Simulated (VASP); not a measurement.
Band structure of NiAl (CsCl type). Level of theory: vdW-DF-cx, VASP's PBE PAW potentials (set 64) (plane waves; VASP).

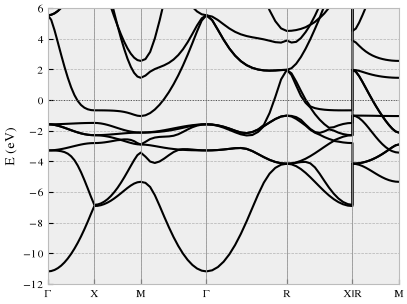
Bands along high-symmetry lines, zero at the valence-band maximum or, without a gap, the Fermi level

Task: Read the plot: is there a gap, and where are the band edges?

Result: It has no gap at this level: it comes out as a metal or semimetal. (Edges off the drawn lines would not show.)

The compound is NiAl in the CsCl type structure. It was relaxed first. The run is not spin-polarised, so no magnetic state was tried. The electron count is odd and the run is not spin-polarised, which forces a metal.
